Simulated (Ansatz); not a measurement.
```yaml
atoms:
  - { symbol: O, position_ang: [0.7188, 1.0661, 0.2644] }
  - { symbol: Al, position_ang: [0.0947, -0.4259, -0.1753] }
  - { symbol: F, position_ang: [1.1211, -1.5483, -0.7740] }
  - { symbol: Br, position_ang: [-2.0694, -0.9396, 0.0222] }
  - { symbol: H, position_ang: [0.1847, 1.7739, 0.6214] }
```

Geometry: PBE0-D4/def2-TZVP.

These are results of RKS PBE0-D4/def2-TZVPP in Ansatz 0.2.0, not measurements.

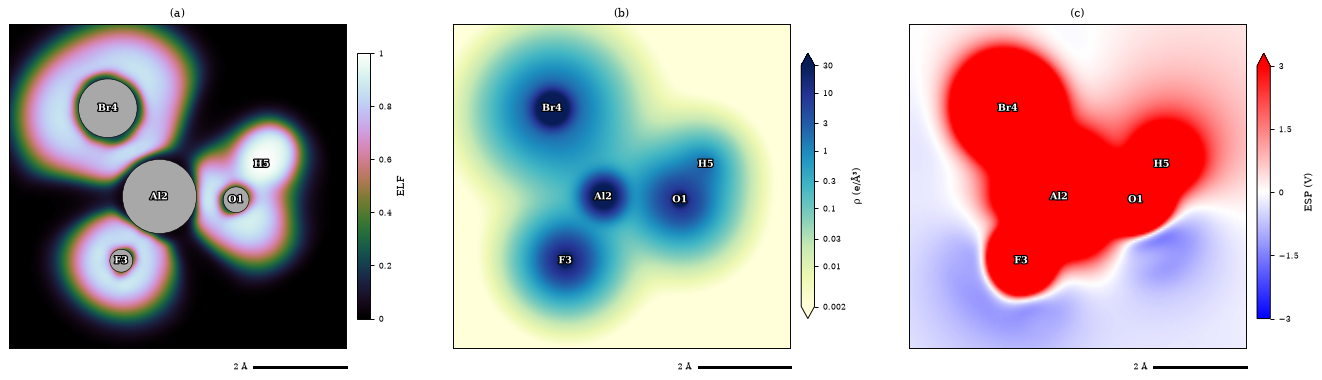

AlBrFHO. (a) ELF; (b) total electron density; (c) electrostatic potential on the molecular plane. Grey discs cover the atomic cores in the ELF map.

Q: Describe what can be read from this map.

A: The section cuts through O, Al, F, Br and H sites. Al–F (1.63 Å): ρ is about 0.96 e/Å³ halfway; the ELF peaks at about 0.85 in the valence shell of F, 0.5 Å from its nucleus, and is about 0.35 at the midpoint. Al–O (1.68 Å): ρ is about 0.96 e/Å³ halfway; the ELF peaks at about 0.90 in the valence shell of O, 0.6 Å from its nucleus, and is about 0.50 at the midpoint. Al–Br (2.23 Å): ρ at the midpoint is about 0.69 e/Å³; the ELF peaks at about 0.85 in the valence shell of Br, 1.1 Å from its nucleus, and is about 0.85 at the midpoint. O–H (0.96 Å): the density is about 3.8 e/Å³ at the midpoint; the ELF climbs to about 1 towards the hydrogen, as it does in any bond to H; a covalent bond by its length. The ELF also peaks beside F3, O1 and Br4, away from the bonds: lone-pair regions. Outside the dense part of the molecule the potential is most negative (−1.5 V) near O1.
